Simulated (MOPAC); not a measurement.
Geometry relaxation, with input and output: ZrF4 (part 1 of 2)

The run: geometry relaxation of ZrF4. Method and program: PM6, closed shell (MOPAC 23.2.5).

The atoms were displaced at random from an optimised geometry.

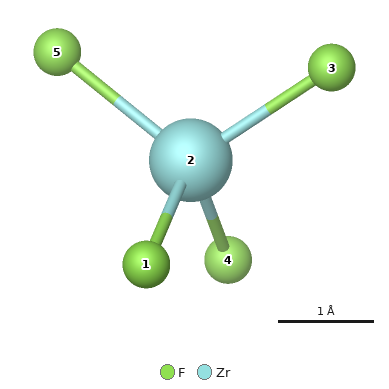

**Figure 1.** The structure as given in the input (ball-and-stick view, seen at a tilt; atoms are numbered from 1 in the order of the input). Sticks mark near contacts.

Input (job.mop):
```
PM6 EF GRADIENTS MULLIK CHARGE=0 GNORM=0.01 DISP CYCLES=300 THREADS=1 AUX(PRECISION=6)
F4Zr
[F][Zr]([F])([F])[F]
F     -0.881106    -0.104446     1.617484
Zr     0.010963     0.008308    -0.000905
F      1.564968    -0.947848     0.075633
F     -1.060688    -0.709433    -1.343463
F      0.384402     1.780860    -0.381196
```

Launched with:
```bash
mopac job.mop
```

What the program printed:
```
MOPAC v23.2.5
PM6 CALCULATION RESULTS

 *  PM6        - The PM6 Hamiltonian to be used
 *
 *
 *
 *                 CHARGE ON SYSTEM = 0
 *
 *
 *
 *  EF         - USE EF ROUTINE FOR MINIMUM SEARCH
 *  THREADS=1  - MULTI-THREADING NOT USED
 *  CYCLES=    - DO A MAXIMUM OF 300 STEPS
 *  GNORM      - EXIT WHEN GRADIENT NORM DROPS BELOW 0.010
 *  AUX        - OUTPUT AUXILIARY INFORMATION
 *  GRADIENTS  - ALL GRADIENTS TO BE PRINTED
 *  DISP       - PRINT DISPERSION AND HYDROGEN BOND ENERGIES
 *  MULLIK     - THE MULLIKEN ANALYSIS TO BE PERFORMED
PM6 EF GRADIENTS MULLIK CHARGE=0 GNORM=0.01 DISP CYCLES=300 THREADS=1 AUX(PRECISION=6)
 F4Zr
 [F][Zr]([F])([F])[F]
   ATOM   CHEMICAL          X               Y               Z
  NUMBER   SYMBOL      (ANGSTROMS)     (ANGSTROMS)     (ANGSTROMS)

     1       F         -0.88110600  *  -0.10444600  *   1.61748400  *
     2      Zr          0.01096300  *   0.00830800  *  -0.00090500  *
     3       F          1.56496800  *  -0.94784800  *   0.07563300  *
     4       F         -1.06068800  *  -0.70943300  *  -1.34346300  *
     5       F          0.38440200  *   1.78086000  *  -0.38119600  *

          CARTESIAN COORDINATES

    NO.       ATOM           X           Y           Z

     1         F         -0.8811     -0.1044      1.6175
     2        Zr          0.0110      0.0083     -0.0009
     3         F          1.5650     -0.9478      0.0756
     4         F         -1.0607     -0.7094     -1.3435
     5         F          0.3844      1.7809     -0.3812

           Empirical Formula: F4 Zr  =     5 atoms

      MOLECULAR POINT GROUP   :   C1

      RHF CALCULATION, NO. OF DOUBLY OCCUPIED LEVELS = 16

          Geometry optimization using EF

          DIAGONAL MATRIX USED AS START HESSIAN
```

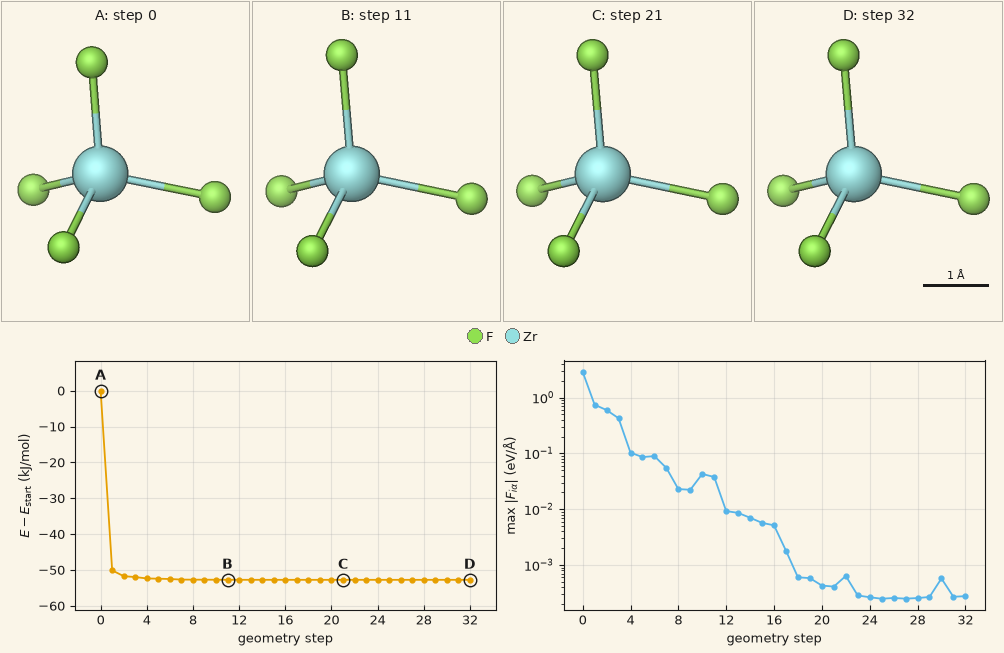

**Figure 2.** Frames of the relaxation (ball-and-stick view, seen at a tilt) above the curves, on which the letters mark them (steps are counted from 0).

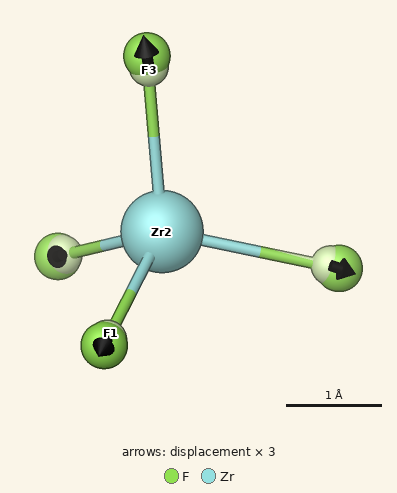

**Figure 3.** Start (faint) and end (solid) with the displacements as black arrows, magnified 3 times (ball-and-stick view, seen at a tilt). The two geometries are laid on each other by the best rigid fit. The energy falls by 52.7 kJ/mol in 32 geometry steps. The largest force component goes from 2.9 to 0.00028 eV/Å. F3 moves most after the best rigid fit: 0.12 Å. By element the largest moves are F 0.12 Å, Zr 0.01 Å. Among the contacts that change: Zr2–F3 1.826 → 1.951 Å, F1–Zr2 1.851 → 1.951 Å, Zr2–F4 1.862 → 1.951 Å. (Atoms are counted from 1 in the order of the input.)

```
 CYCLE:     1 TIME:   0.008 TIME LEFT:  2.00D  GRAD.:   130.319 HEAT: -380.3774
 CYCLE:     2 TIME:   0.000 TIME LEFT:  2.00D  GRAD.:    31.735 HEAT: -392.3518
 CYCLE:     3 TIME:   0.000 TIME LEFT:  2.00D  GRAD.:    17.683 HEAT: -392.7386
 CYCLE:     4 TIME:   0.008 TIME LEFT:  2.00D  GRAD.:    15.327 HEAT: -392.7965
 CYCLE:     5 TIME:   0.000 TIME LEFT:  2.00D  GRAD.:     4.170 HEAT: -392.8897
 CYCLE:     6 TIME:   0.000 TIME LEFT:  2.00D  GRAD.:     3.379 HEAT: -392.9058
 CYCLE:     7 TIME:   0.000 TIME LEFT:  2.00D  GRAD.:     3.641 HEAT: -392.9275
 CYCLE:     8 TIME:   0.000 TIME LEFT:  2.00D  GRAD.:     2.555 HEAT: -392.9656
 CYCLE:     9 TIME:   0.008 TIME LEFT:  2.00D  GRAD.:     1.092 HEAT: -392.9706
 CYCLE:    10 TIME:   0.000 TIME LEFT:  2.00D  GRAD.:     1.013 HEAT: -392.9729
 CYCLE:    11 TIME:   0.000 TIME LEFT:  2.00D  GRAD.:     1.513 HEAT: -392.9762
 CYCLE:    12 TIME:   0.000 TIME LEFT:  2.00D  GRAD.:     1.321 HEAT: -392.9789
 CYCLE:    13 TIME:   0.008 TIME LEFT:  2.00D  GRAD.:     0.442 HEAT: -392.9800
 CYCLE:    14 TIME:   0.000 TIME LEFT:  2.00D  GRAD.:     0.376 HEAT: -392.9804
 CYCLE:    15 TIME:   0.000 TIME LEFT:  2.00D  GRAD.:     0.360 HEAT: -392.9808
 CYCLE:    16 TIME:   0.000 TIME LEFT:  2.00D  GRAD.:     0.326 HEAT: -392.9812
 CYCLE:    17 TIME:   0.000 TIME LEFT:  2.00D  GRAD.:     0.178 HEAT: -392.9817
 CYCLE:    18 TIME:   0.008 TIME LEFT:  2.00D  GRAD.:     0.075 HEAT: -392.9819
 CYCLE:    19 TIME:   0.000 TIME LEFT:  2.00D  GRAD.:     0.025 HEAT: -392.9819
 CYCLE:    20 TIME:   0.000 TIME LEFT:  2.00D  GRAD.:     0.022 HEAT: -392.9819
 CYCLE:    21 TIME:   0.000 TIME LEFT:  2.00D  GRAD.:     0.019 HEAT: -392.9819
 CYCLE:    22 TIME:   0.008 TIME LEFT:  2.00D  GRAD.:     0.018 HEAT: -392.9819
 CYCLE:    23 TIME:   0.000 TIME LEFT:  2.00D  GRAD.:     0.026 HEAT: -392.9819
 CYCLE:    24 TIME:   0.000 TIME LEFT:  2.00D  GRAD.:     0.015 HEAT: -392.9819
 CYCLE:    25 TIME:   0.000 TIME LEFT:  2.00D  GRAD.:     0.014 HEAT: -392.9819
 CYCLE:    26 TIME:   0.000 TIME LEFT:  2.00D  GRAD.:     0.014 HEAT: -392.9819
 CYCLE:    27 TIME:   0.008 TIME LEFT:  2.00D  GRAD.:     0.013 HEAT: -392.9819
 CYCLE:    28 TIME:   0.000 TIME LEFT:  2.00D  GRAD.:     0.013 HEAT: -392.9819
 CYCLE:    29 TIME:   0.000 TIME LEFT:  2.00D  GRAD.:     0.013 HEAT: -392.9819
 CYCLE:    30 TIME:   0.000 TIME LEFT:  2.00D  GRAD.:     0.014 HEAT: -392.9819
 CYCLE:    31 TIME:   0.000 TIME LEFT:  2.00D  GRAD.:     0.026 HEAT: -392.9819
 CYCLE:    32 TIME:   0.008 TIME LEFT:  2.00D  GRAD.:     0.014 HEAT: -392.9819
 CYCLE:    33 TIME:   0.000 TIME LEFT:  2.00D  GRAD.:     0.014 HEAT: -392.9819

 HEAT OF FORMATION IS ESSENTIALLY STATIONARY

 -------------------------------------------------------------------------------
 PM6 EF GRADIENTS MULLIK CHARGE=0 GNORM=0.01 DISP CYCLES=300 THREADS=1 AUX(PRECISION=6)
 F4Zr
 [F][Zr]([F])([F])[F]

     GEOMETRY OPTIMISED USING EIGENVECTOR FOLLOWING (EF).
     SCF FIELD WAS ACHIEVED

                              PM6 CALCULATION

          FINAL HEAT OF FORMATION =       -392.98193 KCAL/MOL =   -1644.23641 KJ/MOL

          TOTAL ENERGY            =     -45010.08877 KCAL/MOL = ELECTRONIC ENERGY + CORE-CORE REPULSION
          ENERGY OF ATOMS         =      44617.10684 KCAL/MOL
                              SUM =       -392.98193 KCAL/MOL
          DISPERSION ENERGY       =          0.00000 KCAL/MOL
                              SUM =       -392.98193 KCAL/MOL = FINAL HEAT OF FORMATION

          TOTAL ENERGY            =      -1951.82218 EV
          ELECTRONIC ENERGY       =      -3812.29759 EV
          CORE-CORE REPULSION     =       1860.47541 EV
          COSMO AREA              =        149.02 SQUARE ANGSTROMS
          COSMO VOLUME            =        165.22 CUBIC ANGSTROMS

          GRADIENT NORM           =          0.01383          =       0.00618 PER ATOM
          IONIZATION POTENTIAL    =         13.546386 EV
          HOMO LUMO ENERGIES (EV) =        -13.546  0.468
          NO. OF FILLED LEVELS    =         16
          MOLECULAR WEIGHT        =        167.2136         POINT GROUP:  Td

          MOLECULAR DIMENSIONS (Angstroms)

            Atom       Atom       Distance
            F     4    F     1     3.18596
            F     5    F     3     3.18590
            F     4    F     3     2.25220

          SCF CALCULATIONS        =         35

          WALL-CLOCK TIME         =      0.062 SECONDS
          COMPUTATION TIME        =      0.065 SECONDS

       FINAL  POINT  AND  DERIVATIVES

   PARAMETER     ATOM    TYPE            VALUE        GRADIENT
      1          1  F    CARTESIAN X    -0.926718     -0.002478  KCAL/ANGSTROM
      2          1  F    CARTESIAN Y    -0.110374     -0.003486  KCAL/ANGSTROM
      3          1  F    CARTESIAN Z     1.704531     -0.001460  KCAL/ANGSTROM
      4          2 Zr    CARTESIAN X     0.005054     -0.000347  KCAL/ANGSTROM
      5          2 Zr    CARTESIAN Y     0.006080     -0.001124  KCAL/ANGSTROM
      6          2 Zr    CARTESIAN Z    -0.005433     -0.002082  KCAL/ANGSTROM
      7          3  F    CARTESIAN X     1.670284      0.002912  KCAL/ANGSTROM
      8          3  F    CARTESIAN Y    -1.005466      0.005241  KCAL/ANGSTROM
      9          3  F    CARTESIAN Z     0.091807      0.003606  KCAL/ANGSTROM
     10          4  F    CARTESIAN X    -1.123935      0.006293  KCAL/ANGSTROM
     11          4  F    CARTESIAN Y    -0.734325     -0.002734  KCAL/ANGSTROM
     12          4  F    CARTESIAN Z    -1.413505     -0.003486  KCAL/ANGSTROM
     13          5  F    CARTESIAN X     0.400894     -0.006380  KCAL/ANGSTROM
     14          5  F    CARTESIAN Y     1.874180      0.002102  KCAL/ANGSTROM
     15          5  F    CARTESIAN Z    -0.404454      0.003422  KCAL/ANGSTROM

   ATOM   CHEMICAL          X               Y               Z
  NUMBER   SYMBOL      (ANGSTROMS)     (ANGSTROMS)     (ANGSTROMS)

     1       F         -0.92671835  *  -0.11037387  *   1.70453146  *
     2      Zr          0.00505354  *   0.00607997  *  -0.00543287  *
     3       F          1.67028430  *  -1.00546624  *   0.09180689  *
     4       F         -1.12393494  *  -0.73432496  *  -1.41350516  *
     5       F          0.40089394  *   1.87418017  *  -0.40445362  *

                             CARTESIAN COORDINATES

   1    F       -0.926718353    -0.110373866     1.704531459
   2   Zr        0.005053535     0.006079970    -0.005432869
   3    F        1.670284300    -1.005466236     0.091806892
   4    F       -1.123934938    -0.734324959    -1.413505162
   5    F        0.400893945     1.874180171    -0.404453620

           Empirical Formula: F4 Zr  =     5 atoms

      MOLECULAR POINT GROUP   :   Td

                  EIGENVALUES
 -38.73152 -38.73109 -38.73106 -37.57909 -15.08677 -15.08631 -14.76761 -14.76736
 -14.76721 -14.45079 -14.45073 -14.45059 -13.90614 -13.54656 -13.54646 -13.54639
   0.46811   1.93241   1.93317   2.23441   2.23468   2.23526   5.29718   5.29745
   5.29757

              NET ATOMIC CHARGES AND DIPOLE CONTRIBUTIONS

  ATOM NO.   TYPE          CHARGE      No. of ELECS.   s-Pop       p-Pop       d-Pop
    1          F          -0.473058        7.4731     1.92309     5.54996
    2         Zr           1.892194        2.1078     0.22361     0.58489     1.29931
    3          F          -0.473045        7.4730     1.92309     5.54995
    4          F          -0.473033        7.4730     1.92308     5.54995
    5          F          -0.473058        7.4731     1.92309     5.54996
 DIPOLE           X         Y         Z       TOTAL
 POINT-CHG.    -0.001     0.001    -0.000     0.001
 HYBRID        -0.000     0.000    -0.000     0.000
 SUM           -0.001     0.001    -0.000     0.001

          ATOMIC ORBITAL ELECTRON POPULATIONS

     Atom    s        px        py        pz      x^2-y^2     xz        z^2       yz        xy
    1  F   1.92309   1.85978   1.88064   1.80954
    2 Zr   0.22361   0.19494   0.19497   0.19498   0.25983   0.26637   0.26344   0.24862   0.26106
    3  F   1.92309   1.81325   1.85596   1.88074
    4  F   1.92308   1.84984   1.86758   1.83253
    5  F   1.92309   1.87714   1.79574   1.87709

           MULLIKEN POPULATION ANALYSIS

        MULLIKEN POPULATIONS AND CHARGES

      NO.  ATOM   POPULATION      CHARGE
        1    F     7.518272     -0.518272
        2   Zr     1.926943      2.073057
        3    F     7.518259     -0.518259
        4    F     7.518252     -0.518252
        5    F     7.518273     -0.518273

          Chemical-Potential Equalization

          Energy                    =                  NaN   kcal/mol
          Pot(1)                    =                  NaN   eV
          Dipole correction(1)      =                  NaN   au

 *                    *
 * JOB ENDED NORMALLY *
 *                    *

 TOTAL JOB TIME:             0.06 SECONDS

 == MOPAC DONE ==
```

Trajectory as extended XYZ (Å, eV, eV/Å), 33 frames, from step=0 to step=32:
```
5
Properties=species:S:1:pos:R:3:forces:R:3 step=0 energy=-16.49472
F    -0.8811   -0.1044    1.6175   -1.2679  -0.1564   2.3228
Zr    0.0110    0.0083   -0.0009   -0.7804   0.2597  -0.2305
F     1.5650   -0.9478    0.0756    2.8891  -1.7587   0.1639
F    -1.0607   -0.7094   -1.3435   -1.3771  -0.8947  -1.7110
F     0.3844    1.7809   -0.3812    0.5364   2.5501  -0.5451
5
Properties=species:S:1:pos:R:3:forces:R:3 step=1 energy=-17.01399
F    -0.9034   -0.1120    1.7430    0.1557   0.0406  -0.4225
Zr    0.0007    0.0141   -0.0096   -0.7443  -0.0524   0.5693
F     1.6218   -1.0027    0.0873    0.6581  -0.3722   0.0397
F    -1.0835   -0.7398   -1.4352   -0.1534  -0.0463  -0.1003
F     0.3953    1.8610   -0.4076    0.0838   0.4303  -0.0861
5
Properties=species:S:1:pos:R:3:forces:R:3 step=2 energy=-17.03076
F    -0.8985   -0.1116    1.7220   -0.2157  -0.0102   0.3116
Zr   -0.0098    0.0132    0.0107    0.1153   0.0512  -0.5971
F     1.6400   -1.0155    0.0813    0.1113  -0.0358   0.0400
F    -1.0868   -0.7429   -1.4431    0.0278   0.0877   0.1855
F     0.3985    1.8784   -0.4171   -0.0387  -0.0929   0.0600
5
Properties=species:S:1:pos:R:3:forces:R:3 step=3 energy=-17.03327
F    -0.9004   -0.1127    1.7284   -0.0280   0.0178  -0.0821
Zr   -0.0127    0.0137   -0.0077    0.4266   0.0485   0.3024
F     1.6479   -1.0207    0.0909   -0.1098   0.1013  -0.0062
F    -1.0864   -0.7409   -1.4273   -0.2565  -0.1115  -0.2304
F     0.3983    1.8816   -0.4085   -0.0322  -0.0561   0.0164
5
Properties=species:S:1:pos:R:3:forces:R:3 step=4 energy=-17.03731
F    -0.9023   -0.1115    1.7299   -0.0186   0.0180  -0.0804
Zr   -0.0069    0.0150   -0.0024    0.0127  -0.1031   0.0391
F     1.6431   -1.0172    0.0879    0.0637  -0.0028   0.0115
F    -1.0907   -0.7432   -1.4365   -0.0579   0.0239   0.0319
F     0.3966    1.8764   -0.4096    0.0002   0.0641  -0.0021
5
Properties=species:S:1:pos:R:3:forces:R:3 step=5 energy=-17.03801
F    -0.9033   -0.1104    1.7260   -0.0439   0.0096  -0.0210
Zr   -0.0060    0.0122   -0.0018    0.0404   0.0384  -0.0313
F     1.6445   -1.0166    0.0881    0.0859  -0.0201   0.0137
F    -1.0929   -0.7420   -1.4344   -0.0636   0.0126   0.0183
F     0.3963    1.8796   -0.4094   -0.0189  -0.0405   0.0204
```
